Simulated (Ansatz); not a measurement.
## MgPbS3 (model cell, started as cubic perovskite with Pb in the octahedra): following an unstable mode

Aim: this structure of MgPbS3 (model cell, started as cubic perovskite with Pb in the octahedra) is to be tested for unstable modes, and one is followed downhill.

Program: Ansatz 0.2.0. Level of theory: DFT PBEsol, scalar-relativistic, plane waves, PAW; PAW set soft_1. Results are calculated unless marked as measured.

The structure was built from a prototype and need not be the compound's stable phase.

### 1. Set-up

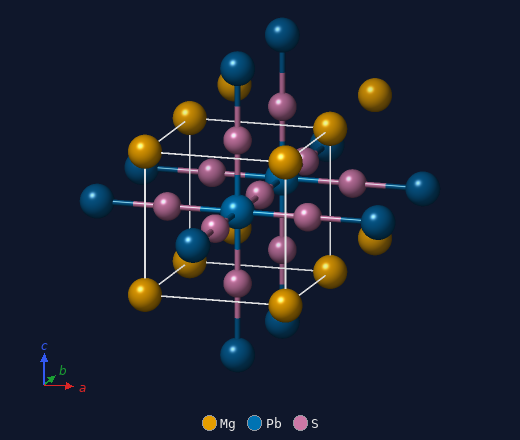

Start, viewed slightly off an axis; magnesium orange, lead blue, sulfur pink. 1×2×1 cells are drawn. Some periodic images of atoms are drawn too.

### 2. The dispersion

The cell comes from relaxations at this level that are not shown. Stability and thermal properties need the whole zone. Linear response on a 2×2×2 q mesh gives force constants as far as a supercell of that size would.

Input file input.yaml:

```yaml
crystal:
  lattice:
    - [5.0694638885, 0.0, 0.0]
    - [0.0, 5.0694638885, 0.0]
    - [0.0, 0.0, 5.0694638885]
  atoms:
    - { symbol: Mg, position: [0.0, 0.0, 0.0] }
    - { symbol: Pb, position: [0.5, 0.5, 0.5] }
    - { symbol: S, position: [0.5, 0.5, 0.0] }
    - { symbol: S, position: [0.5, 0.0, 0.5] }
    - { symbol: S, position: [0.0, 0.5, 0.5] }
kpoints:
  mp_grid: { grid: [8, 8, 8] }
hamiltonian:
  xc: pbesol
  pseudopotentials: { kind: paw, azcp: { folder: soft_1 }, xc_functional: pbe }
scf:
  occupations: { method: methfessel_paxton, width: 0.2 }
output:
  eigenvalues: true
phonons:
  method: dfpt
  qmesh: [2, 2, 2]
  temperatures: { t_max: 1000, t_step: 50 }
  qpath:
    path:
      - [[0.0, 0.0, 0.0], [0.0, 0.5, 0.0], [0.5, 0.5, 0.0], [0.0, 0.0, 0.0], [0.5, 0.5, 0.5], [0.0, 0.5, 0.0]]
      - [[0.5, 0.5, 0.5], [0.5, 0.5, 0.0]]
    npoints: 10
```

The run is started by

```bash
ansatz run input.yaml --threads 8 --pin off --max-ram 16384MiB --backend cpu --events-out ev --progress --plain --runs-dir out
```

Numbers of over 12 decimals in the logs are rounded to 6 here.

Output:

```text
Engine: ansatz 0.2.0, aarch64-unknown-linux-gnu
Pseudopotentials: kind: paw
Pseudopotential: Mg, paw, valence charge 10, recommended cutoff 420 eV (normal), soft_1/Mg.paw.azcp
Pseudopotential: Pb, paw, valence charge 14, recommended cutoff 420 eV (normal), soft_1/Pb.paw.azcp
Pseudopotential: S, paw, valence charge 6, recommended cutoff 420 eV (normal), soft_1/S.paw.azcp
Functional definition: PBEsol
  exchange = pbesol_x
  correlation = pbesol_c
Crystal: 5 atoms, lattice volume = 130.283 Å³
Basis set: ecut = 420 eV, 2517 PW (Γ), exchange–correlation on 72×72×72 points (8 copies of the dense FFT grid, shifted against one another)
Bands: 26, of which v1, the nominal top of the filled ones, is band 21 counted from 1 (20 counted from 0)
Symmetry: 48 space group operations
k-points: 35 of 512
Non-local potential: Mg, projectors of the file, l = 0: 3, l = 1: 2, l = 2: 1
Non-local potential: Pb, projectors of the file, l = 0: 2, l = 1: 2, l = 2: 2, l = 3: 1
Non-local potential: S, projectors of the file, l = 0: 2, l = 1: 2, l = 2: 1
PAW form: soft (Blöchl's): semilocal exchange-correlation on the pseudo side does not see the compensation charge
PAW frozen core: Mg, regenerated for the run's functional, and the local potential with it (the file was generated under x = pbe(κ = 0.804, μ = 0.219515), c = pbe(β = 0.066725))
PAW frozen core: Pb, regenerated for the run's functional, and the local potential with it (the file was generated under x = pbe(κ = 0.804, μ = 0.219515), c = pbe(β = 0.066725))
PAW frozen core: S, regenerated for the run's functional, and the local potential with it (the file was generated under x = pbe(κ = 0.804, μ = 0.219515), c = pbe(β = 0.066725))
PAW one-centre angular grid: Mg, 110 points (default); XC on 64 Gauss nodes
PAW one-centre angular grid: Pb, 590 points (default); XC on 64 Gauss nodes
PAW one-centre angular grid: S, 110 points (default); XC on 64 Gauss nodes
Initial density: superposition of atomic densities (chi_scale 0.1, normalization cell, long waves kept (reshape's long-wave potential 0.01 eV rms))
Initial wavefunctions: pseudopotential atomic-orbital guess
Functional: x = pbesol(κ = 0.804, μ = 0.123457), c = pbesol(β = 0.046)
SCF iter   1: F=—  HF=-16323.170799 eV  |F-HF|=—  |Δ(HF+E_count)|=         —  Δρ=3.53e-2  dr2=2.12e0  ethr=3.10e-3  ⟨swp⟩=7.1  Hψ=4881  notcnv=0
preconditioner: auto → Kerker (q_TF=auto, 2.259 Å⁻¹)  [metal: Δε(μ)=0.014 eV  Ē_g=11.219 eV  σ=0.200 eV  W_gap=0.06  n_scr=26 (ndim 8)  ℏωp=19.0 eV  f_vac=0.000  D(μ)=3.49/eV (n_scr^D=26)]
SCF iter   2: F=—  HF=-16322.723724 eV  |F-HF|=—  |Δ(HF+E_count)|=   4.47e-1  S|Δr|=    0.00e0  Δρ=1.92e-2  dr2=6.02e-1  ethr=3.10e-3  ⟨swp⟩=3.3  Hψ=1989  notcnv=0  defer=10
SCF iter   3: F=—  HF=-16322.629833 eV  |F-HF|=—  |Δ(HF+E_count)|=   9.39e-2  S|Δr|=    0.00e0  Δρ=4.22e-3  dr2=4.25e-2  ethr=1.43e-3  ⟨swp⟩=2.3  Hψ=1415  notcnv=0  defer=10
SCF iter   4: F=—  HF=-16322.631406 eV  |F-HF|=—  |Δ(HF+E_count)|=   1.57e-3  S|Δr|=    0.00e0  Δρ=1.30e-3  dr2=5.75e-3  ethr=1.01e-4  ⟨swp⟩=2.7  Hψ=1679  notcnv=0  defer=9
SCF iter   5: F=—  HF=-16322.630603 eV  |F-HF|=—  |Δ(HF+E_count)|=   8.03e-4  S|Δr|=    0.00e0  Δρ=4.83e-4  dr2=7.71e-4  ethr=1.37e-5  ⟨swp⟩=1.5  Hψ=948  notcnv=0  defer=9
SCF iter   6: F=—  HF=-16322.630322 eV  |F-HF|=—  |Δ(HF+E_count)|=   2.81e-4  S|Δr|=    0.00e0  Δρ=1.85e-4  dr2=3.11e-5  ethr=1.83e-6  ⟨swp⟩=2.0  Hψ=1490  notcnv=0  defer=9
SCF iter   7: F=—  HF=-16322.630327 eV  |F-HF|=—  |Δ(HF+E_count)|=   4.45e-6  S|Δr|=    0.00e0  Δρ=3.65e-5  dr2=1.92e-6  ethr=7.39e-8  ⟨swp⟩=2.1  Hψ=1644  notcnv=0  defer=9
SCF iter   8: F=—  HF=-16322.630329 eV  |F-HF|=—  |Δ(HF+E_count)|=   1.93e-6  S|Δr|=    0.00e0  Δρ=1.34e-5  dr2=3.98e-7  ethr=4.57e-9  ⟨swp⟩=2.0  Hψ=1595  notcnv=0  defer=10
SCF iter   9: F=—  HF=-16322.630329 eV  |F-HF|=—  |Δ(HF+E_count)|=   1.81e-7  S|Δr|=    0.00e0  Δρ=3.99e-6  dr2=5.79e-8  ethr=9.49e-10  ⟨swp⟩=2.7  Hψ=1594  notcnv=0  defer=10
SCF iter  10: F=—  HF=-16322.630329 eV  |F-HF|=—  |Δ(HF+E_count)|=   1.90e-9  S|Δr|=    0.00e0  Δρ=1.43e-6  dr2=5.04e-9  ethr=1.38e-10  ⟨swp⟩=2.7  Hψ=1670  notcnv=0  defer=10
SCF iter  11: F=—  HF=-16322.630329 eV  |F-HF|=—  |Δ(HF+E_count)|=  3.27e-10  S|Δr|=    0.00e0  Δρ=3.30e-7  dr2=1.31e-10  ethr=1.20e-11  ⟨swp⟩=2.4  Hψ=1459  notcnv=0  defer=10
SCF iter  12: F=—  HF=-16322.630329 eV  |F-HF|=—  |Δ(HF+E_count)|=  5.82e-11  S|Δr|=    0.00e0  Δρ=9.82e-8  dr2=1.70e-11  ethr=1.00e-12  ⟨swp⟩=2.3  Hψ=1400  notcnv=0  defer=10
SCF iter  13: F=-16322.630329 eV  HF=-16322.630329 eV  |F-HF|=1.82e-12  |Δ(HF+E_count)|=  5.46e-12  S|Δr|=    0.00e0  Δρ=2.68e-8  dr2=1.05e-12  ethr=1.00e-12  ⟨swp⟩=10.3  Hψ=4931  notcnv=0
SCF 1 converged in 13 iterations: F = -16322.630329 eV  dr2 = 1.05e-12
  greatest PAW one-centre occupation: 1.000 electrons in one spin orbital (limit 2), on the Mg atom at site 0 (counted from 0), in its partial waves of l = 0
Initial density: read from a saved state, or passed on in memory by an earlier SCF of this step, an earlier step, the calling program or the single point that the run made first
iter 1 solved again at ethr=3.21e-8 eV; its pass at ethr=3.10e-3 eV (dr2=1.35e-5 eV) is discarded
SCF iter   1: F=—  HF=-16322.630328 eV  |F-HF|=—  |Δ(HF+E_count)|=         —  Δρ=4.98e-7  dr2=3.29e-10  ethr=3.21e-8  ⟨swp⟩=4.9  Hψ=8075  notcnv=0
eigensolver tolerance schedule: the retry pair's looser diagonalisation over-reported the residual by 40913.10 of it (diagonalisation noise at 0.73 of the residual, at the tolerance the schedule requests for it); recorded, not acted on — ethr = c·dr2/N_el stays at c = 1.0e-1
preconditioner: auto → Kerker (q_TF=auto, 2.259 Å⁻¹)  [metal: Δε(μ)=0.016 eV  Ē_g=11.499 eV  σ=0.200 eV  W_gap=0.07  n_scr=26 (ndim 8)  ℏωp=19.0 eV  f_vac=0.000  D(μ)=3.14/eV (n_scr^D=18)]
SCF iter   2: F=—  HF=-16322.630329 eV  |F-HF|=—  |Δ(HF+E_count)|=   9.11e-7  S|Δr|=    0.00e0  Δρ=2.39e-7  dr2=6.11e-11  ethr=1.00e-12  ⟨swp⟩=5.1  Hψ=2856  notcnv=0
SCF iter   3: F=—  HF=-16322.630329 eV  |F-HF|=—  |Δ(HF+E_count)|=  1.82e-11  S|Δr|=    0.00e0  Δρ=1.54e-7  dr2=2.73e-11  ethr=1.00e-12  ⟨swp⟩=1.0  Hψ=910  notcnv=0
SCF iter   4: F=—  HF=-16322.630329 eV  |F-HF|=—  |Δ(HF+E_count)|=    0.00e0  S|Δr|=    0.00e0  Δρ=8.86e-8  dr2=1.03e-11  ethr=1.00e-12  ⟨swp⟩=1.0  Hψ=910  notcnv=0
SCF iter   5: F=-16322.630329 eV  HF=-16322.630329 eV  |F-HF|=1.82e-12  |Δ(HF+E_count)|=  1.82e-12  S|Δr|=    0.00e0  Δρ=5.84e-8  dr2=4.67e-12  ethr=1.00e-12  ⟨swp⟩=5.4  Hψ=2671  notcnv=0
SCF 2 converged in 5 iterations: F = -16322.630329 eV  dr2 = 4.67e-12
phonons: the bands overlap, so this run is a metal and interpolates without the dipole-dipole term. If the crystal is really an insulator or semiconductor, its LO-TO splitting is missing
NSCF: frozen V_eff on 35 k-points
NSCF: frozen V_eff on 125 k-points
DFPT response loops at q = (0, 0, 0) (fractional): preconditioner auto → Kerker (q_TF=auto, 2.259 Å⁻¹) (partly filled bands, converged f_vac=0.000); β = 1.00, the filter's whole step (`scf.mixing.beta` (0.50) is not read by the response loops under this deck's `scf.mixing.preconditioner`; to damp them name `kerker` or `kerker_dos`, under which they read `scf.mixing.beta`, and type it under 1.00, their step now; both keys bind the ground state too); Broyden in place of MSR1
NSCF: frozen V_eff on 250 k-points
DFPT response loops at q = (0, 0, -0.5) (fractional): mixed as the last ones told, above
NSCF: frozen V_eff on 250 k-points
DFPT response loops at q = (0, -0.5, -0.5) (fractional): mixed as the last ones told, above
NSCF: frozen V_eff on 250 k-points
DFPT response loops at q = (-0.5, -0.5, -0.5) (fractional): mixed as the last ones told, above
SCF converged after 13 iterations
Stability not checked: this state was not tested for a lower state beside it, because cold or Methfessel-Paxton smearing, or corrected tetrahedra, fill the levels in a way that the test cannot read (fill_not_monotonic; see scf.lower_state_search)
Free energy (F): -16322.630329 eV
Harris-Foulkes:  -16322.630329 eV  (|F-HF|=1.82e-12)
Internal energy: -16322.625266 eV  (E = F + TS)
E sigma→0 (E₀):  -16322.629063 eV
Entropy (-TS):   -0.005063 eV (-1.013 meV/atom)
Fermi energy:    5.085758 eV
--- Per-component energies (eV) ---
  E_band       = -492.703096
  E_kinetic    = 678.163495
  E_local      = -3613.942748  (includes V_loc(G=0)·N_el)
  E_nonlocal   = 611.797421
  E_hartree    = 1301.019990
  E_xc         = -488.798525
  E_vxc        = -412.903264  (∫ρ·V_xc dr)
  E_paw        = -12319.098392  (= ΣΔE_a)
  E_vpaw       = -357.857775  (= ΣTr[D̂ρ^β])
  E_aug_tail   = -0.000161  (compensation charges beyond the density's cutoff)
  E_ewald      = -2492.073227
  E_core_change = 0.306881  (= ΣΔE_core)
  E_smearing   = -0.005063  (= −TS)
  E_closure    = -0.000000  (closes the sum)
  Σ components = -16322.630329   (vs F -16322.630329, Δ=0.00e0)
--- Band table (eV; the first three rows and the last of 35) ---
  k-point 0: bands = [... 17 lower, 4.1802, 4.1802, 4.2280, 4.2280, 4.2280, 4.8393, 10.5057, 10.5057, ... 1 higher]
  k-point 1: bands = [... 17 lower, 4.1139, 4.1139, 4.1605, 4.2186, 4.2186, 5.3948, 10.1691, 10.7226, ... 1 higher]
  k-point 2: bands = [... 17 lower, 3.9096, 3.9096, 4.0080, 4.2407, 4.2407, 6.2272, 9.4148, 10.3838, ... 1 higher]
  k-point 34: bands = [... 17 lower, 4.7321, 4.7768, 5.3349, 5.3349, 5.3349, 8.2922, 8.2922, 8.2922, ... 1 higher]
--- Phonons (Γ-DFPT): 4 representative perturbations + reference (Σ response iterations 12) ---
  ASR residual: 3.217e-5 → 0.000e0 eV/Å²; symmetrization residual: 9.680e-6 eV/Å²
  ASR residual per site (eV/Å²): 3.22e-5 1.08e-5 9.78e-6 9.78e-6 9.78e-6
  Γ frequencies (cm⁻¹): -199.19 -199.19 -199.19 -191.12 -191.12 -191.12 0.00 0.00 0.00 2.76 2.76 2.76 358.15 358.15 358.15
--- Phonons (arbitrary-q DFPT): 4 irreducible q on the 2×2×2 mesh ---
  q = [0.0000, 0.0000, 0.0000] (star 1, of the zone-centre solve; hermiticity 1.43e-6, symmetrization 9.70e-13): -199.19 -199.19 -199.19 -191.12 -191.12 -191.12 -0.00 0.00 0.00 2.76 2.76 2.76 358.15 358.15 358.15
  q = [0.0000, 0.0000, -0.5000] (star 3, 9 solved perturbations in 975 linear systems a pass and spin channel, the states on 125 of 512 k-point pairs; hermiticity 1.04e-6, symmetrization 1.39e-12): -201.20 -191.36 -191.36 -137.70 -137.70 -131.26 -122.15 -68.91 -68.91 28.14 28.14 132.50 329.63 359.68 359.68
  q = [0.0000, -0.5000, -0.5000] (star 3, 9 solved perturbations in 975 linear systems a pass and spin channel, the states on 125 of 512 k-point pairs; hermiticity 1.21e-6, symmetrization 9.87e-13): -204.37 -204.37 -185.56 -141.77 -137.31 -137.31 -60.69 -45.86 -45.86 40.93 133.81 133.81 312.08 348.88 360.80
  q = [-0.5000, -0.5000, -0.5000] (star 1, 4 solved perturbations in 350 linear systems a pass and spin channel, the states on 125 of 512 k-point pairs; hermiticity 6.63e-7, symmetrization 1.70e-12): -200.14 -200.14 -200.14 -190.90 -190.90 -190.90 100.75 100.75 100.75 134.28 134.28 134.28 310.84 310.84 374.23
  sum rule: each row above includes the acoustic sum rule's correction from the zone centre's row sums; it moved no ω² by more than (0.60 cm⁻¹)²
  mesh force constants: q→R imaginary residual 4.60e-18; ASR residual 3.217e-5 → 0.000e0 eV/Å²; symmetrization residual 1.243e-14 eV/Å²
  interpolated dispersion: 62 rows × 15 modes
  density of states and harmonic sums: on the 12×12×12 q-mesh, interpolated from the force constants of a 2×2×2 supercell (no non-analytic term)
  largest difference from the sums on the solved wave vectors: F 1.46e-2 eV, S 7.12e-5 and C_V 4.42e-5 eV/K
  zero-point energy: 0.083720 eV/cell   skipped modes (ω ≤ 0): 679, of them read as no rigid motion or as one in doubt: 676 (8.112e0 modes/cell left out, lowest -204.37 cm⁻¹)   left out of the sums: 5.41e-1 of the cell's modes: C_V's classical limit lies that fraction below 3 k_B per atom; for a crystal, a wire or a layer, F and S can be off by more, and a phonons.interpolated_qmesh denser along its periods is the remedy for the sampling
```

Run time: 2.2 min. Hardware: 8 threads of Arm Neoverse V1, shared host; peak memory 1.4 GiB; 16 min of CPU time.

In the SCF lines HF is the Harris–Foulkes energy and dr2 the Hartree energy of the density residual, in eV; the loop may stop once dr2 is under the threshold and the program's other checks hold. Hψ counts applications of the Hamiltonian.

Numbers from this step:

```
volume per atom                                         : 26.06 Å³
gap on the k-mesh                                       : 0 eV
sum-rule residual before enforcement                    : 3.22e-5 eV/Å²
lowest frequency on the path                            : -204.4 cm⁻¹
point group                                             : m-3m
highest frequency on the path or at a solved wavevector : 374.2 cm⁻¹
highest optical mode at the zone centre (no LO-TO term) : 358.1 cm⁻¹
lowest optical zone-centre mode                         : -199.2 cm⁻¹
lowest mode on the q mesh (acoustic modes at Γ apart)   : -204.4 cm⁻¹
```

Frequencies (cm⁻¹) solved at each irreducible wavevector; negative means imaginary. Frequencies by wavevector, by row:

```csv
q in reciprocal lattice units,star,mode 1,mode 2,mode 3,mode 4,mode 13,mode 14,mode 15
0 0 0,1,-199.2,-199.2,-199.2,-191.1,358.1,358.1,358.1
0 0 -0.5,3,-201.2,-191.4,-191.4,-137.7,329.6,359.7,359.7
0 -0.5 -0.5,3,-204.4,-204.4,-185.6,-141.8,312.1,348.9,360.8
-0.5 -0.5 -0.5,1,-200.1,-200.1,-200.1,-190.9,310.8,310.8,374.2
```

Interpolated from a 2×2×2 q mesh. The phonon branches at the labelled points (cm⁻¹):

```csv
point,branch 1,branch 2,branch 3,branch 4,branch 12,branch 13,branch 14,branch 15
Γ,-199,-199,-199,-191,3,358,358,358
X,-201,-191,-191,-138,132,330,360,360
M,-204,-204,-186,-142,134,312,349,361
Γ,-199,-199,-199,-191,3,358,358,358
R,-200,-200,-200,-191,134,311,311,374
X,-201,-191,-191,-138,132,330,360,360
jump to R,-200,-200,-200,-191,134,311,311,374
M,-204,-204,-186,-142,134,312,349,361
```

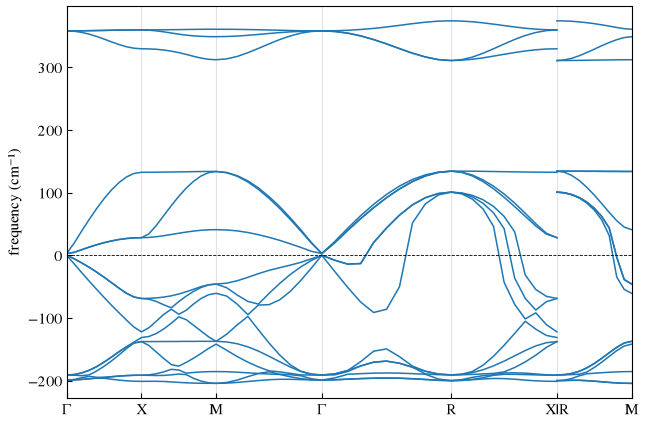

Phonon branches along the path.

Symmetry leaves 4 wavevectors to solve. The lowest mode among them, the acoustic zeros apart, lies at q = (0, -0.5, -0.5) and is imaginary, 204.4i cm⁻¹, so the energy falls along it.

### 3. The mode frozen in, largest atomic shift 0 Å

The mode followed lies at q = (0, -0.5, -0.5) with frequency 204.4i cm⁻¹ and is 2-fold degenerate, the softest among the wavevectors solved. At small amplitude the distorted cell has space group no. 10 by a symmetry search on the positions. The undistorted cell that holds it gives the zero of energy on the same k mesh.

System of this step: MgPbS3 (model cell, started as cubic perovskite with Pb in the octahedra). The structure is cubic, space group Pm-3m (No. 221). Conventional cell: a = 5.069 Å, b = 5.069 Å, c = 5.069 Å, α = 90.00°, β = 90.00°, γ = 90.00°. Nearest to Mg lie 12 S at 3.58 Å. Nearest to Pb lie 6 S at 2.53 Å. S has 2 Pb at 2.53 Å nearest. Nearest to S lie 2 Pb at 2.53 Å. Farther neighbours and most contacts between anions are not listed.

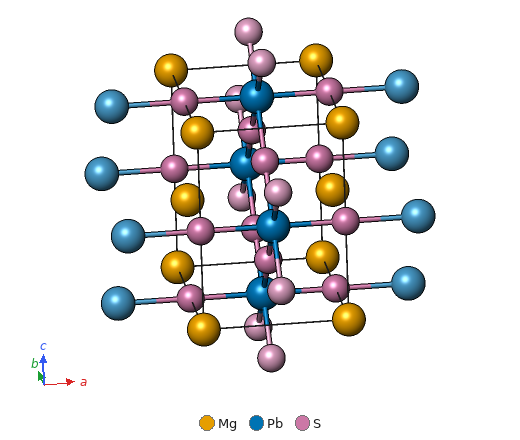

The cell of this step (magnesium orange, lead blue, sulfur pink). Some periodic images of atoms are drawn too.

Input file input.yaml:

```yaml
crystal:
  lattice:
    - [-5.0694638885, 0.0, 0.0]
    - [0.0, -5.0694638885, -5.0694638885]
    - [0.0, -5.0694638885, 5.0694638885]
  atoms:
    - { symbol: Mg, position: [1.0, 0.5, 0.5] }
    - { symbol: Mg, position: [1.0, 0.0, 0.0] }
    - { symbol: Pb, position: [0.5, 0.0, 0.5] }
    - { symbol: Pb, position: [0.5, 0.5, 0.0] }
    - { symbol: S, position: [0.5, 0.25, 0.25] }
    - { symbol: S, position: [0.5, 0.75, 0.75] }
    - { symbol: S, position: [0.5, 0.75, 0.25] }
    - { symbol: S, position: [0.5, 0.25, 0.75] }
    - { symbol: S, position: [1.0, 0.0, 0.5] }
    - { symbol: S, position: [1.0, 0.5, 0.0] }
kpoints:
  mp_grid: { grid: [8, 6, 6] }
hamiltonian:
  xc: pbesol
  pseudopotentials: { kind: paw, azcp: { folder: soft_1 }, xc_functional: pbe }
scf:
  occupations: { method: methfessel_paxton, width: 0.2 }
output:
  forces: true
  stress: true
  eigenvalues: true
```

Output:

```text
[...]
Crystal: 10 atoms, lattice volume = 260.565 Å³
Basis set: ecut = 420 eV, 5061 PW (Γ), exchange–correlation on 72×96×96 points (8 copies of the dense FFT grid, shifted against one another)
Bands: 52, of which v1, the nominal top of the filled ones, is band 42 counted from 1 (41 counted from 0)
Symmetry: 32 space group operations
[...]
k-points: 50 of 288
[...]
k-point 0: bands = [... 38 lower, 4.2132, 4.2132, 4.2196, 4.7193, 4.8377, 5.2978, 6.5766, 8.0469, ... 6 higher]
  k-point 1: bands = [... 38 lower, 4.1480, 4.1822, 4.2610, 4.4591, 5.1760, 5.3356, 6.5008, 7.1896, ... 6 higher]
  k-point 2: bands = [... 38 lower, 4.0776, 4.0844, 4.0967, 4.4184, 4.9307, 5.5326, 6.0737, 6.9469, ... 6 higher]
  k-point 49: bands = [... 38 lower, 4.7048, 4.7048, 5.2851, 5.2851, 6.5739, 6.5739, 8.0400, 8.0400, ... 6 higher]
[key lines of the parts left out:]
SCF converged after 9 iterations
Free energy (F): -32645.253907 eV
Fermi energy:    5.038488 eV
P = ⅓ Tr σ = 0.1149 GPa (1.149 kbar)
```

Wall time 5.5 s (8 threads); peak memory 1.1 GiB.

Numbers from this step:

```yaml
pressure: 0.1149 GPa
energy_from_the_undistorted_cell: 0 meV/atom
```

The run ends at a pressure of 0.11 GPa.

### 4. The mode frozen in, largest atomic shift 0.6 Å

The atoms are moved along the unstable eigenvector, the largest shift by 0.6 Å, with the cell fixed.

input.yaml, the sections that differ from step 3:

```yaml
crystal:
  lattice:
    - [-5.0694638885, 0.0, 0.0]
    - [0.0, -5.0694638885, -5.0694638885]
    - [0.0, -5.0694638885, 5.0694638885]
  atoms:
    - { symbol: Mg, position: [1.0, 0.4333731594, 0.4493551463] }
    - { symbol: Mg, position: [1.0, 0.0666268406, 0.0506448537] }
    - { symbol: Pb, position: [0.5, -0.0024339666, 0.5018501235] }
    - { symbol: Pb, position: [0.5, 0.5024339666, -0.0018501235] }
    - { symbol: S, position: [0.5, 0.25, 0.25] }
    - { symbol: S, position: [0.5, 0.75, 0.75] }
    - { symbol: S, position: [0.5, 0.75, 0.25] }
    - { symbol: S, position: [0.5, 0.25, 0.75] }
    - { symbol: S, position: [1.0, 0.0635066285, 0.4517269035] }
    - { symbol: S, position: [1.0, 0.4364933715, 0.0482730965] }
# kpoints, hamiltonian, scf, output: as in step 3
```

Output:

```text
[...]
Crystal: 10 atoms, lattice volume = 260.565 Å³
Basis set: ecut = 420 eV, 5061 PW (Γ), exchange–correlation on 72×96×96 points (8 copies of the dense FFT grid, shifted against one another)
Bands: 52, of which v1, the nominal top of the filled ones, is band 42 counted from 1 (41 counted from 0)
Symmetry: 4 space group operations
[...]
k-points: 100 of 288
[...]
k-point 0: bands = [... 38 lower, 4.2920, 4.3153, 4.4913, 4.8056, 5.3324, 5.4310, 7.2712, 8.2506, ... 6 higher]
  k-point 1: bands = [... 38 lower, 4.2727, 4.3028, 4.4476, 4.5182, 5.2074, 5.7518, 7.0828, 7.3515, ... 6 higher]
  k-point 2: bands = [... 38 lower, 4.1787, 4.3212, 4.3367, 4.4414, 4.9826, 5.9046, 6.3755, 7.2773, ... 6 higher]
  k-point 99: bands = [... 38 lower, 4.3107, 4.7267, 4.8289, 4.8431, 6.7760, 7.1451, 7.1927, 7.2268, ... 6 higher]
[key lines of the parts left out:]
SCF converged after 10 iterations
Free energy (F): -32647.401614 eV
Fermi energy:    5.017216 eV
P = ⅓ Tr σ = 0.7098 GPa (7.098 kbar)
```

It took 13 s on 8 threads; peak memory 1.4 GiB; 1.7 min of CPU time.

Numbers from this step:

| Property | Result |
| --- | --- |
| pressure | 0.7098 GPa |
| energy from the undistorted cell | -215.1 meV/atom |

The energy, extrapolated to zero smearing, is -215.07 meV/atom against the undistorted cell.

The run ends at a pressure of 0.71 GPa, with forces up to 1.2 eV/Å.

[end of part 1 of 3]

[Logs are printed without paths, hosts, clocks, repeated set-up lines and the standing remarks that a program may print on its own settings, such as how far it seeks lower states.]

[Hosts, paths, dates, database ids (printed as entryN), source tags and the programs' standing remarks are cut or masked in the printed files.]
